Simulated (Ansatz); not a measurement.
**A computed series for hypothetical P6_3/mmc SnSe2: thickness series**

Consider SnSe₂ in the 2H-MoS2 type structure (space group P6_3/mmc, No. 194; a hypothetical phase, not in the database extracts checked; layered, stacked along the Cartesian z axis).

```
SnSe2
1.0
    3.76961     0.00000     0.00000
   -1.88481     3.26458     0.00000
    0.00000     0.00000    11.29160
Sn Se
2 4
Cartesian
  0.00000   2.17639   2.82290
  1.88481   1.08819   8.46870
  0.00000   2.17639   6.73999
  1.88481   1.08819   1.09419
  1.88481   1.08819   4.55161
  0.00000   2.17639  10.19741
```

Free-standing slabs (3 atom(s) a layer) normal to the stacking axis with 15 Å of vacuum; in-plane cell relaxed.

Method: plane-wave PAW DFT at the PBEsol-D3(BJ) level (Ansatz, a quantum-chemistry and plane-wave program, 420 eV), no spin-orbit coupling.

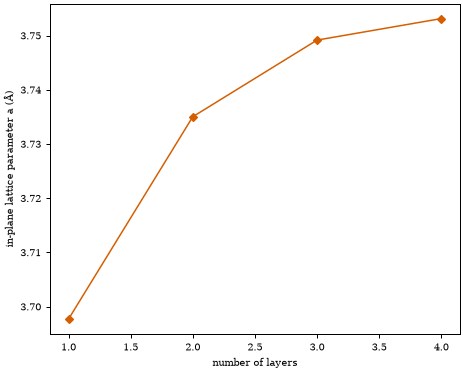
Figure. in-plane lattice parameter a against number of layers

| number of layers | in-plane lattice parameter a |
|---|---|
| 1 | 3.698 Å |
| 2 | 3.735 Å |
| 3 | 3.749 Å |
| 4 | 3.753 Å |

Whether these cells are dynamically stable was not tested. All final runs are without spin polarisation.
